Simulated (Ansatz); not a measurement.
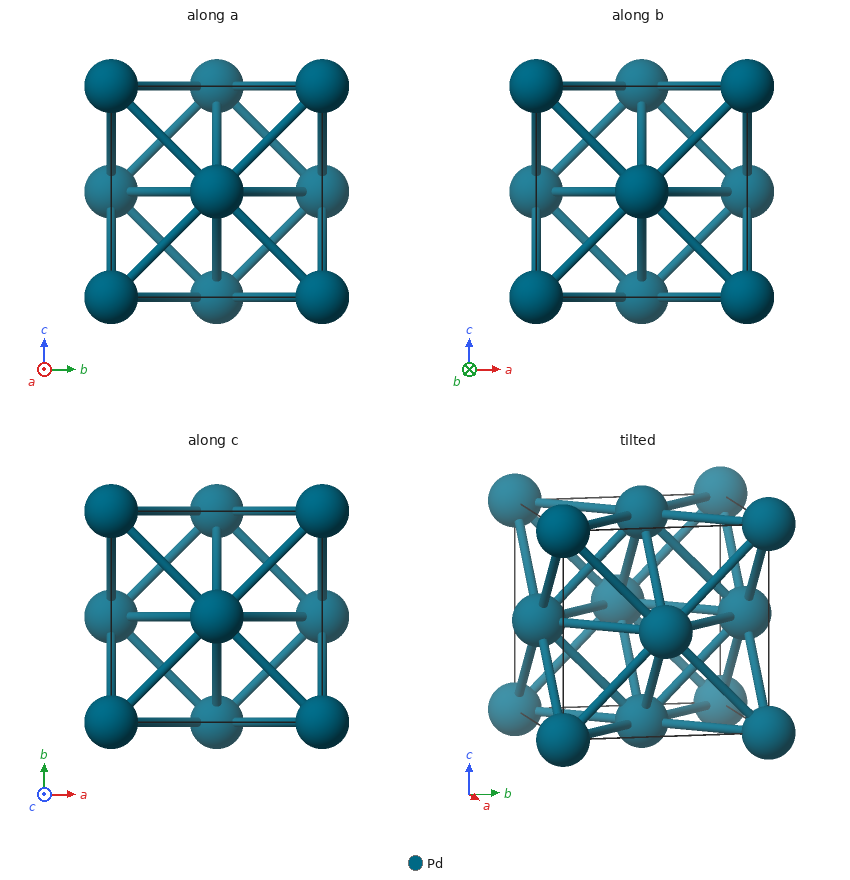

Shown here is a ball-and-stick view of the crystal, taken along the a axis, along the b axis, along the c axis and slightly off an axis. The conventional unit cell is outlined; an atom on or near a face, edge or corner is repeated at each equivalent position.

Lattice parameters: a = 3.8743 Å, b = 3.8743 Å, c = 3.8743 Å, α = 90.000°, β = 90.000°, γ = 90.000°.

**Give the atomic positions as a CIF with its space group and independent sites.**

```cif
data_structure
_symmetry_space_group_name_H-M 'F m -3 m'
_symmetry_Int_Tables_number 225
_cell_length_a 3.8743
_cell_length_b 3.8743
_cell_length_c 3.8743
_cell_angle_alpha 90.000
_cell_angle_beta 90.000
_cell_angle_gamma 90.000
_cell_volume 58.15
loop_
_atom_site_label
_atom_site_type_symbol
_atom_site_symmetry_multiplicity
_atom_site_Wyckoff_symbol
_atom_site_fract_x
_atom_site_fract_y
_atom_site_fract_z
_atom_site_occupancy
Pd1 Pd 4 a 0.0000 0.0000 0.0000 1
```

Its origin is the standard structure of this element. Earlier steps of the study may have refined or changed the cell and positions. An electronic-structure calculation with Ansatz was run on it.
